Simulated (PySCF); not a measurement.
# EuBr2: structure and properties

Task: relax EuBr2, compute its harmonic modes and analyse its electrons. It is a constructed species; whether it can be made isn't addressed.

Computed with PySCF 2.14.0. Level: PBE0, Eu lcecp-0-SVP with ECP53, Br def2-SVP; scalar-relativistic core potentials, no spin–orbit coupling.

1 further run of the same task is left out (for a known fault of the program).

### Step 1. Where the work starts

3 atoms, charge 0, spin multiplicity 1.

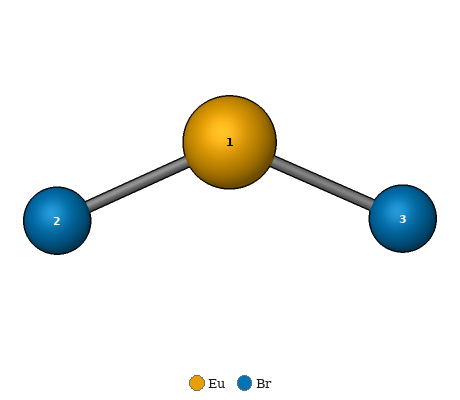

Start geometry, drawn with europium amber, bromine blue; atoms are numbered from 1 in the order of the file.

Coordinates:

```xyz
3
charge 0, multiplicity 1
Eu    0.0000    0.0000    0.0000
Br    2.6867    0.0000    1.2024
Br   -2.6867    0.0000    1.2024
```

Formal oxidation states: Eu +2. Each metal's 7 4f electrons lie in its core potential, so multiplicities, spins and levels count the valence alone.

### Step 2. SCF at the start, singlet

run.py (the lines that set the calculation)

```python
mol = gto.M(atom='''
Eu     0.00000     0.00000     0.00000
Br     2.68670     0.00000     1.20240
Br    -2.68670     0.00000     1.20240''',
    basis={'Eu': 'lcecp-0-SVP', 'Br': 'def2-SVP'},
    ecp={'Eu': 'lcecp-0-SVP'},
    charge=0, spin=0)
mf = dft.RKS(mol, xc='PBE0')
mf.grids.atom_grid = (50, 194)  # f atoms: unpruned, at least (60, 302)
mf = mf.density_fit()  # fitting sets: Eu AutoAux, Br def2-universal-JKFIT
mf.conv_tol = 1e-08; mf.max_cycle = 55
mf.kernel(dm0)  # dm0: free metal ions and neutral atoms
```

Started as:

```
$ OMP_NUM_THREADS=2 python run.py
```

Output:

```text
init E= -5260.85700999392
cycle= 1 E= -5165.24589007103  delta_E= 95.6  |g|= 7.81  |ddm|= 7.02
cycle= 2 E= -5138.82235348452  delta_E= 26.4  |g|= 7.56  |ddm|= 12.6
cycle= 3 E= -5161.20583464522  delta_E= -22.4  |g|= 4.03  |ddm|=   15
cycle= 4 E= -5175.74302793711  delta_E= -14.5  |g|= 1.49  |ddm|= 11.4
cycle= 5 E= -5176.52857255243  delta_E= -0.786  |g|= 0.453  |ddm|= 2.05
cycle= 6 E= -5176.61755790256  delta_E= -0.089  |g|= 0.16  |ddm|= 0.907
cycle= 7 E= -5176.62828236615  delta_E= -0.0107  |g|= 0.0366  |ddm|= 0.291
cycle= 8 E= -5176.62860252418  delta_E= -0.00032  |g|= 0.00596  |ddm|= 0.0539
cycle= 9 E= -5176.62861352882  delta_E= -1.1e-05  |g|= 0.000925  |ddm|= 0.00957
cycle= 10 E= -5176.62861382582  delta_E= -2.97e-07  |g|= 0.000237  |ddm|= 0.00171
cycle= 11 E= -5176.62861384558  delta_E= -1.98e-08  |g|= 6.06e-05  |ddm|= 0.000353
cycle= 12 E= -5176.62861384719  delta_E= -1.62e-09  |g|= 6.18e-06  |ddm|= 0.000117
Extra cycle  E= -5176.6286138472  delta_E= -2.73e-12  |g|= 7.02e-06  |ddm|= 2.4e-05
converged SCF energy = -5176.6286138472
```

Wall time 3.2 s (2 threads of Arm Neoverse V1, shared host); peak memory 0.4 GiB.

Result: E = -5176.628614 Eh, frontier levels not given, since the 4f levels lie in the core, Mulliken charge on Eu1 +0.91 e. 

### Step 3. Relaxation, singlet

Steps are kept in the start's point group, C2v.

run.py (the lines that set the calculation)

```python
mol = gto.M(atom='''
Eu     0.00000     0.00000    -0.61071
Br     2.68670     0.00000     0.59169
Br    -2.68670     0.00000     0.59169''',
    basis={'Eu': 'lcecp-0-SVP', 'Br': 'def2-SVP'},
    ecp={'Eu': 'lcecp-0-SVP'},
    charge=0, spin=0)
mf = dft.RKS(mol, xc='PBE0')
mf.grids.atom_grid = (50, 194)  # f atoms: unpruned, at least (60, 302)
mf = mf.density_fit()  # fitting sets: Eu AutoAux, Br def2-universal-JKFIT
mf.conv_tol = 1e-08; mf.max_cycle = 55
mf.kernel(dm0)  # dm0: an SCF of this state at this start
# quasi-Newton relaxation in Cartesian coordinates to a largest gradient under 0.00045 Eh/bohr, steps kept in the point group
```

Started as:

```
$ OMP_NUM_THREADS=2 python run.py
```

The driver keeps no SCF log for this step, only its results.

It took 30 s on 2 threads of Arm Neoverse V1, shared host.

Along the way:

| step | energy from step 1 (eV) | largest force component (eV/Å) |
| --- | --- | --- |
| 1 | 0.0000 | 0.9773 |
| 2 | -0.1294 | 0.6178 |
| 3 | -0.1987 | 0.1700 |
| 4 | -0.2027 | 0.0509 |
| 5 | -0.2041 | 0.0525 |
| 6 | -0.2080 | 0.0430 |
| 7 | -0.2088 | 0.0199 |
| 8 | -0.2091 | 0.0022 |

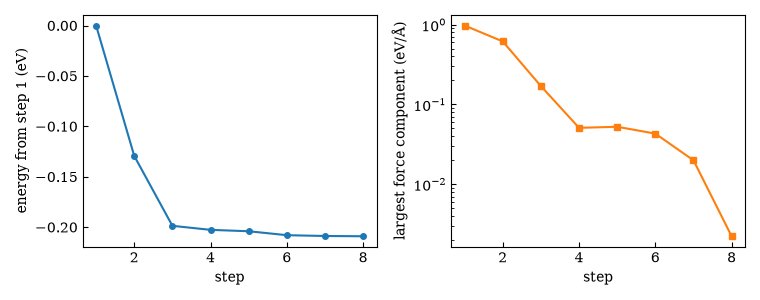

Energy and largest force along the relaxation.

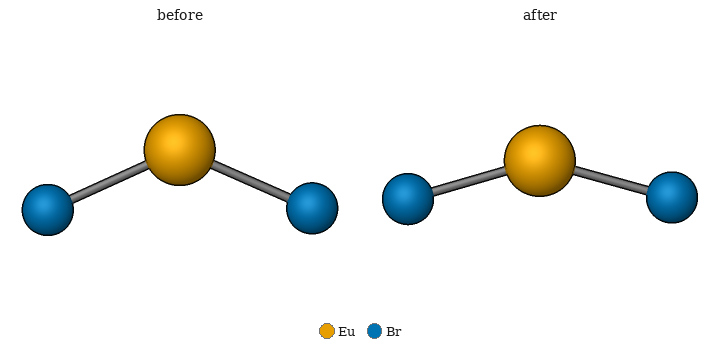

The geometry before (left) and after (right).

Close pairs (by a distance rule), those that changed most:

| bond | before (Å) | after (Å) | change (Å) |
| --- | --- | --- | --- |
| Eu1–Br2 | 2.943 | 2.787 | -0.156 |
| Eu1–Br3 | 2.943 | 2.787 | -0.156 |

It ends in C2v at E = -5176.636297 Eh.

| atom | x (Å) | y (Å) | z (Å) |
| --- | --- | --- | --- |
| Eu1 | 0.0000 | 0.0000 | -0.3154 |
| Br2 | 2.6818 | 0.0000 | 0.4440 |
| Br3 | -2.6818 | 0.0000 | 0.4440 |

### Step 4. The relaxed geometry turned into its symmetry frame

run.py (the lines that set the calculation)

```python
mol = gto.M(atom='''
Eu     0.00000     0.00000    -0.38571
Br     2.68175     0.00000     0.37370
Br    -2.68175     0.00000     0.37370''',
    basis={'Eu': 'lcecp-0-SVP', 'Br': 'def2-SVP'},
    ecp={'Eu': 'lcecp-0-SVP'},
    charge=0, spin=0)
mf = dft.RKS(mol, xc='PBE0')
mf.grids.atom_grid = (50, 194)  # f atoms: unpruned, at least (60, 302)
mf = mf.density_fit()  # fitting sets: Eu AutoAux, Br def2-universal-JKFIT
mf.conv_tol = 1e-08; mf.max_cycle = 55
mf.kernel(dm0)  # dm0: free metal ions and neutral atoms
```

Started as:

```
$ OMP_NUM_THREADS=2 python run.py
```

Output:

```text
init E= -5260.91850102573
cycle= 1 E= -5168.56712010202  delta_E= 92.4  |g|= 7.44  |ddm|= 6.62
cycle= 2 E= -5154.89517022543  delta_E= 13.7  |g|= 6.52  |ddm|= 19.9
cycle= 3 E= -5162.69949323574  delta_E= -7.8  |g|= 4.16  |ddm|= 21.4
cycle= 4 E= -5176.44027021091  delta_E= -13.7  |g|= 0.736  |ddm|= 11.1
cycle= 5 E= -5176.61071729803  delta_E= -0.17  |g|= 0.32  |ddm|= 1.85
cycle= 6 E= -5176.63562290463  delta_E= -0.0249  |g|= 0.0511  |ddm|= 0.497
cycle= 7 E= -5176.6362865092  delta_E= -0.000664  |g|= 0.0065  |ddm|= 0.0598
cycle= 8 E= -5176.6362960667  delta_E= -9.56e-06  |g|= 0.00167  |ddm|= 0.0101
cycle= 9 E= -5176.63629690175  delta_E= -8.35e-07  |g|= 0.000352  |ddm|= 0.00209
cycle= 10 E= -5176.6362969425  delta_E= -4.07e-08  |g|= 2.68e-05  |ddm|= 0.000475
cycle= 11 E= -5176.63629694284  delta_E= -3.37e-10  |g|= 9.32e-06  |ddm|= 5.88e-05
Extra cycle  E= -5176.63629694282  delta_E= 1.55e-11  |g|= 1.12e-05  |ddm|= 3.87e-05
converged SCF energy = -5176.63629694282
```

Wall time 1.9 s (2 threads of Arm Neoverse V1, shared host).

Read off: E = -5176.636297 Eh, frontier levels not given, since the 4f levels lie in the core, Mulliken charge on Eu1 +0.87 e. 

### Step 5. Frequencies and infrared intensities

run.py (the lines that set the calculation), as its differences from that of step 4:

```diff
@@ -10,3 +10,4 @@
 mf = mf.density_fit()  # fitting sets: Eu AutoAux, Br def2-universal-JKFIT
-mf.conv_tol = 1e-08; mf.max_cycle = 55
-mf.kernel(dm0)  # dm0: free metal ions and neutral atoms
+mf.conv_tol = 1e-10; mf.max_cycle = 55
+mf.kernel(dm0)  # dm0: the density of the relaxed state
+# Hessian and dipole derivatives by central differences of gradients, 0.02 bohr
```

Started as:

```
$ OMP_NUM_THREADS=2 python run.py
```

The driver keeps no SCF log for this step, only its results.

Run time: 27 s. Hardware: 2 threads of Arm Neoverse V1, shared host.

Point group C2v; negative numbers are unstable modes, and those under 60 cm⁻¹ are near the numerical noise:

| cm⁻¹ | km/mol | symmetry |
| --- | --- | --- |
| 24 | 13.9 | a1 |
| 177 | 3.9 | a1 |
| 220 | 68.3 | b2 |

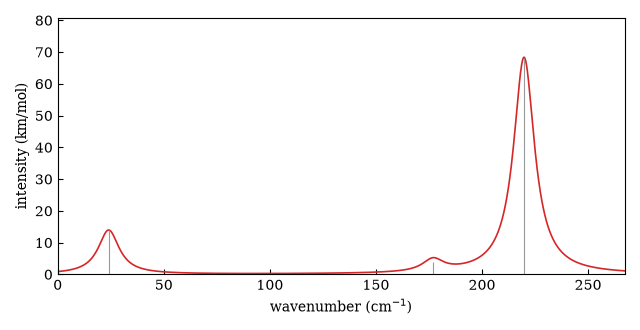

The infrared spectrum from the harmonic lines. Lines are broadened to a width of 12 cm⁻¹ (Lorentzian).

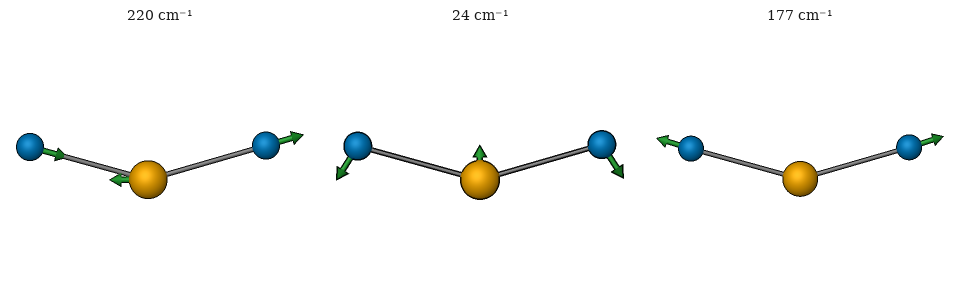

How the atoms move in 3 of the modes.

### Step 6. Properties on a finer grid

run.py (the lines that set the calculation)

```python
mol = gto.M(atom='''
Eu     0.00000     0.00000    -0.31538
Br     2.68175     0.00000     0.44403
Br    -2.68175     0.00000     0.44403''',
    basis={'Eu': 'lcecp-0-SVP', 'Br': 'def2-SVP'},
    ecp={'Eu': 'lcecp-0-SVP'},
    charge=0, spin=0)
mf = dft.RKS(mol, xc='PBE0')
mf.grids.atom_grid = (75, 302)  # f atoms: unpruned, at least (60, 302)
mf = mf.density_fit()  # fitting sets: Eu AutoAux, Br def2-universal-JKFIT
mf.conv_tol = 1e-09; mf.max_cycle = 55
mf.kernel(dm0)  # dm0: the density of the relaxed state
```

Started as:

```
$ OMP_NUM_THREADS=2 python run.py
```

Output:

```text
init E= -5176.63635947097
cycle= 1 E= -5176.63635947161  delta_E= -6.35e-10  |g|= 4.59e-05  |ddm|= 7.72e-05
cycle= 2 E= -5176.63635947166  delta_E= -5.09e-11  |g|= 3.68e-05  |ddm|= 4.83e-05
cycle= 3 E= -5176.63635947178  delta_E= -1.21e-10  |g|= 3.13e-06  |ddm|= 3.05e-05
Extra cycle  E= -5176.63635947176  delta_E= 1.73e-11  |g|= 3.97e-06  |ddm|= 1.14e-05
converged SCF energy = -5176.63635947176
```

Run time: 11 s. Hardware: 2 threads of Arm Neoverse V1, shared host.

Read off: E = -5176.636359 Eh, frontier levels not given, since the 4f levels lie in the core, Mulliken charge on Eu1 +0.87 e, largest force component 0.009 eV/Å. 

Löwdin charges:

| atom | value (e) |
| --- | --- |
| Eu1 | 0.42 |
| Br2 | -0.21 |
| Br3 | -0.21 |

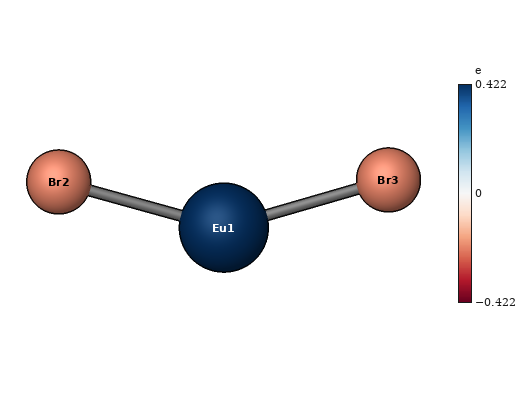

Löwdin charges, as colours on the atoms.

Mulliken charges: Eu1 +0.87, Br2 -0.43, Br3 -0.43 e.

Contacts (the nearest donor of each ligand) and Mayer bond orders:

| contact | distance (Å) | bond order |
| --- | --- | --- |
| Eu1–Br2 (Br) | 2.787 | 0.99 |
| Eu1–Br3 (Br) | 2.787 | 0.99 |

Mulliken populations of Eu1 outside the core potential: s 2.20, p 6.18, d 0.73, f 0.02.

### Step 7. Summary of results

```
                                              quantity                                                           value
                                 state and point group                                     singlet in the valence, C2v
                                                 modes                                   24 to 220 cm⁻¹, none unstable
strongest infrared band (modes within 1.5 cm⁻¹ summed)                                            220 cm⁻¹ (68 km/mol)
                                     zero-point energy                                                        0.026 eV
                               ideal gas, 298 K, 1 bar                                  S = 359.3, Cp = 57.0 J/(mol K)
                                 metal–ligand contacts                                                          2.79 Å
                                       frontier levels  frontier levels not given, since the 4f levels lie in the core
                                                dipole                                                          4.44 D
                                   mean polarisability                                                          9.6 Å³
```

All modes are real within the noise of the softest ones, so the structure is a minimum. The metal carries +0.42 e by Löwdin's partition against a formal +2, and bond orders to the nearest donors reach 0.99. Both measures hang on the basis. One start shape was tried, so another isomer may lie lower. The bases are small and lack diffuse functions. Spin–orbit coupling is left out.
